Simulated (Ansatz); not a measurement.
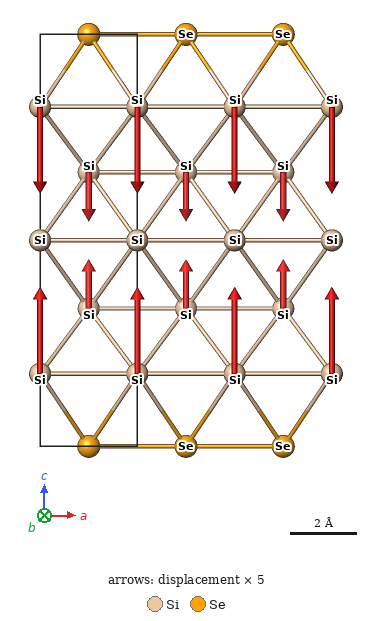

A relaxation of a crystal of Si₅Se (a generated structure, set up in P4/mmm) (coarse preliminary run). The starting structure is drawn; red arrows show the displacements (the part carried along by the change of the cell is left out), 5 times their true length.

A ball-and-stick model of the cell of the calculation, repeated 3 × 1 × 1 with one cell outlined, seen along the b axis.

Method: Ansatz 0.2.0, DFT PBE, scalar-relativistic, plane waves, PAW. Set-up: plane-wave cutoff 420 eV; k-point mesh 6 × 6 × 2; occupations gaussian; smearing width 0.1 eV; no spin polarisation; cell and atoms relaxed; force threshold 0.04 eV/Å; at most 70 steps.

Q: What did the optimiser do to the structure, and how much energy did it gain?

A: After 7 accepted moves (8 points after the start) the energy has fallen by 119 meV per atom. The largest force component goes from 0.56 to 0.0041 eV/Å. The pressure goes from −8.39 to −0.08 GPa. At 1 point the geometry stayed and the basis and grid were re-selected for the new cell (energy shift of 0.1 meV per atom at most each time). The largest moves relative to the cell, 0.53 Å, are those of Si atoms. Se stays in place. The volume changes by −10.7 %, with a = b 2.967 → 2.773 Å (−6.5 %), c 12.567 → 12.845 Å (+2.2 %). Among the contacts that change: Se–Si 3.048 → 3.412 Å, Si–Si 2.954 → 2.677 Å, Si–Si 2.893 → 2.666 Å, Si–Si 2.967 → 2.773 Å. The space group stays P4/mmm (No. 123).
